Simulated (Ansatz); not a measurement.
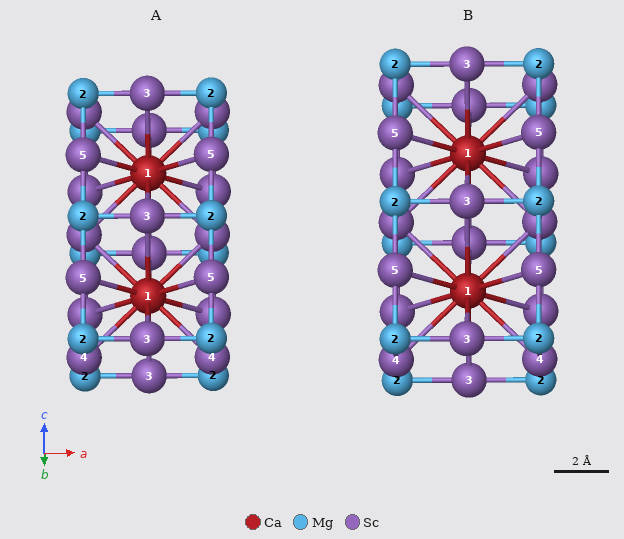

Two geometries of crystalline CaMgSc$_{3}$ (a generated structure, set up in Pm-3m) (coarse preliminary run), drawn at one scale. One is the start of a relaxation, the other its converged end. A ball-and-stick model of the cell of the calculation, repeated 1 × 1 × 2 with one cell outlined, seen from a free direction.

Theory: DFT PBE, scalar-relativistic, plane waves, PAW in Ansatz 0.2.0. (plane-wave cutoff 420 eV; k-point mesh 4 × 4 × 4; occupations gaussian; smearing width 0.1 eV; no spin polarisation; cell and atoms relaxed; force threshold 0.04 eV/Å; at most 70 steps)

Q: Which geometry has the lower energy?

A: Structure B is the relaxed one. The atoms keep their places relative to the cell (all moves are under 0.005 Å). The drawn cell changes as follows: a = b = c 4.812 → 5.386 Å (+11.9 %); the volume changes by +40.3 %. Some distances before and after: Ca1–Sc3 3.403 → 3.809 Å, Mg2–Sc3 2.406 → 2.693 Å. The space group stays Pm-3m (No. 221). Over 4 accepted moves (6 points after the start) the energy falls by 422 meV per atom. All forces vanish by symmetry, so only the cell relaxes. Pressure: 19.33 GPa at the start and 0.02 GPa at the end. At 2 points the geometry stayed and the basis and grid were re-selected for the new cell (energy shift of 2.1 meV per atom at most each time).
